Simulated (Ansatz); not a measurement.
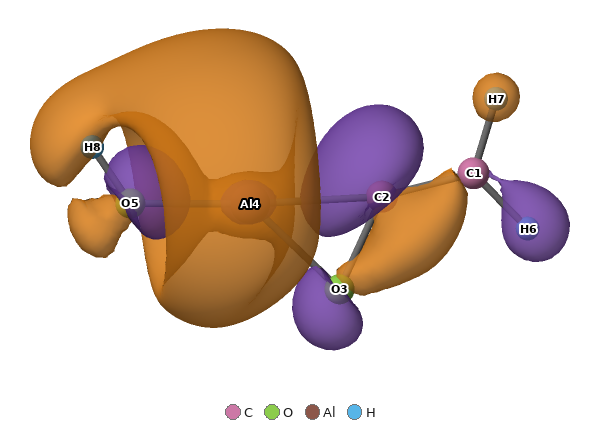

Figure 1: C₂H₃AlO₂ (SMILES C=[C]1[O][Al]1[OH]). One frontier orbital at ±0.08 Å⁻³ᐟ² (orange and purple are the two phases), seen at an oblique angle.

All numbers below come from Ansatz 0.2.0, RKS revPBE-D4/def2-SVP.

```xyz
8

C     1.5497    1.1255    0.4589
C     0.5783    0.2395    0.1933
O     0.5751   -1.1777    0.4270
Al   -0.9608   -0.7096   -0.3035
O    -2.3994   -1.4842   -0.7867
H     2.4994    0.7972    0.9167
H     1.4130    2.1908    0.2243
H    -3.1631   -1.0387   -1.1858
```

Q: Which orbital is it: HOMO or LUMO?

A: The LUMO, at −2.29 eV. Its weight (Hirshfeld) is mainly on Al4 (about 55 %), C2 (about 15 %), O5 (about 15 %) and H8 (about 5 %); it is symmetric in the molecular plane (an in-plane orbital: σ, lone-pair or in-plane π type).
